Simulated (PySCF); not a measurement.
**C2H4F3GeN: excited-state calculation**

C2H4F3GeN, computed with TDDFT PBE0/def2-SVPD, vertical, gas phase, core orbitals frozen in the response (PySCF 2.14.0).

The geometry comes from this level: GFN2-xTB.

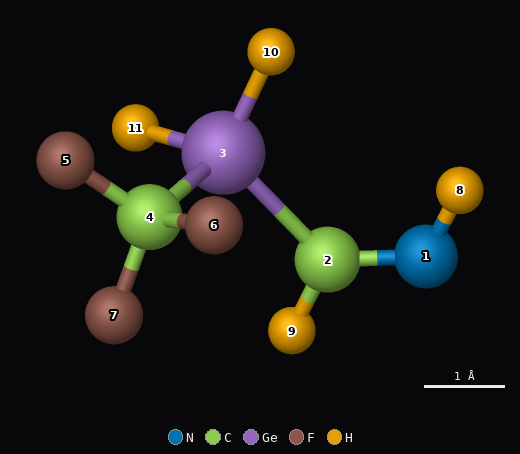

The input geometry (ball-and-stick view, seen at a tilt; atoms are numbered from 1 in the order of the input). Sticks mark near contacts.

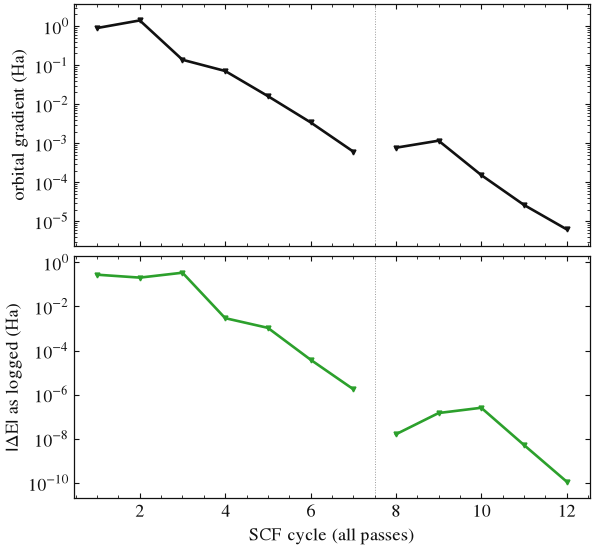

Convergence of the self-consistent field: orbital gradient and size of the energy change against the SCF cycle. The dotted line marks the change from a coarse to the final integration grid. The first 7 cycles use a coarse grid, the final grid takes over at cycle 8, and the field converges after 12 cycles in all.

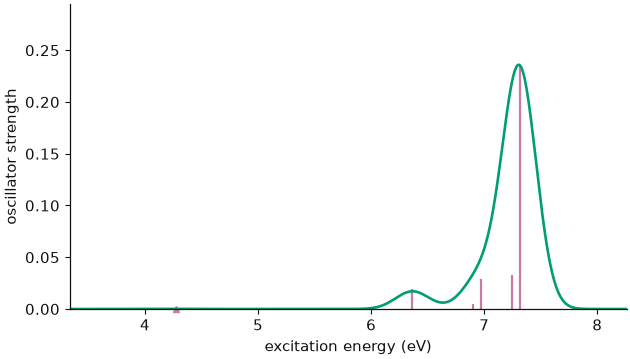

Computed excitations as sticks (degenerate states added up, dark ones marked on the axis), with a Gaussian envelope of 0.35 eV full width at half maximum, scaled to the tallest. Of the 6 states the lowest lies at 4.28 eV (f = 0.000); the strongest line is at 7.32 eV, or 169 nm (f = 0.236).

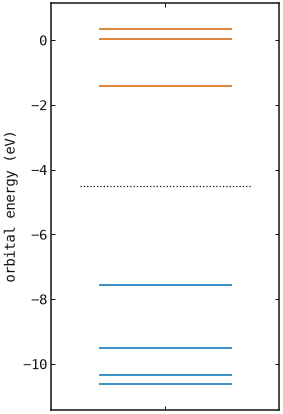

Orbital energies near the frontier; the dotted line parts filled from empty levels, and levels within 0.02 eV of each other stand side by side. Highest filled −7.57 eV, lowest empty −1.41 eV, 6.16 eV apart.

The input and output of the run follow.

### Input
```
{"job": {"kind": "uv", "xc": "PBE0", "basis": "def2-SVPD", "nstates": 6, "ntriplets": 2}, "charge": 0, "multiplicity": 1}
N      2.518109    -0.651483     0.235187
C      1.455602    -0.647888    -0.414332
Ge    -0.006781     0.722731    -0.443113
C     -1.625526    -0.120254     0.401749
F     -2.735954     0.617583     0.238466
F     -1.467901    -0.291349     1.726825
F     -1.890364    -1.334770    -0.113900
H      2.691858     0.153184     0.836780
H      1.273852    -1.512501    -1.051341
H      0.258298     1.957624     0.379774
H     -0.465769     1.109796    -1.822058
```

The first line tells a small driver script what to run in PySCF; the rest is the geometry in Å.

Launched with:
```bash
OMP_NUM_THREADS=1 python <driver script> task.json out
```

### Log
```
coarse grid: 48688 points
cycle   1  E = -2508.4685278456  dE =  2.746e-01  |g| = 8.955e-01  |ddm| = 4.490e+00
cycle   2  E = -2508.2660322470  dE =  2.025e-01  |g| = 1.402e+00  |ddm| = 2.601e+00
cycle   3  E = -2508.6039289051  dE = -3.379e-01  |g| = 1.377e-01  |ddm| = 1.915e+00
cycle   4  E = -2508.6068660874  dE = -2.937e-03  |g| = 7.111e-02  |ddm| = 3.284e-01
cycle   5  E = -2508.6079331886  dE = -1.067e-03  |g| = 1.619e-02  |ddm| = 1.357e-01
cycle   6  E = -2508.6079716200  dE = -3.843e-05  |g| = 3.443e-03  |ddm| = 1.990e-02
cycle   7  E = -2508.6079733875  dE = -1.767e-06  |g| = 6.146e-04  |ddm| = 5.548e-03
final grid: 102752 points
cycle   8  E = -2508.6078758822  dE = -1.584e-08  |g| = 7.709e-04  |ddm| = 3.979e-03
cycle   9  E = -2508.6078757364  dE =  1.458e-07  |g| = 1.167e-03  |ddm| = 1.865e-03
cycle  10  E = -2508.6078759892  dE = -2.527e-07  |g| = 1.536e-04  |ddm| = 1.361e-03
cycle  11  E = -2508.6078759944  dE = -5.193e-09  |g| = 2.645e-05  |ddm| = 3.470e-04
cycle  12  E = -2508.6078759945  dE = -1.132e-10  |g| = 6.278e-06  |ddm| = 4.285e-05
converged SCF energy = -2508.6078759945

Static polarisability (au): isotropic 66.104, principal 56.982 60.595 80.734

Singlet excitations
state   eV       nm        f      main configurations
  1   4.2781    289.8   0.00016   H->L 0.98
  2   6.3657    194.8   0.01938   H->L+1 0.96
  3   6.9040    179.6   0.00505   H->L+3 0.57, H->L+2 0.39
  4   6.9720    177.8   0.02940   H-1->L 0.43, H->L+2 0.29, H->L+3 0.26
  5   7.2426    171.2   0.03253   H->L+4 0.78, H->L+2 0.13
  6   7.3166    169.5   0.23594   H-1->L 0.44, H->L+2 0.15, H->L+4 0.14

Triplet excitations (Tamm-Dancoff, eV): 3.4296 5.0925
```

### Results in brief

```json
{"quantity": "outcome", "value": "converged"}
{"quantity": "total energy", "value": "−2508.607876 hartree"}
{"quantity": "HOMO", "value": "−7.57 eV"}
{"quantity": "LUMO", "value": "−1.41 eV"}
{"quantity": "dipole moment", "value": "2.35 D"}
{"quantity": "mean polarisability", "value": "66.10 a.u."}
{"quantity": "lowest singlet excitation", "value": "4.28 eV"}
{"quantity": "hardware", "value": "1 CPU thread, shared host"}
{"quantity": "wall time", "value": "29 s"}
{"quantity": "peak memory", "value": "0.8 GiB"}
```

### Remarks

Spin–orbit coupling is left out, which matters for the heavy atoms.
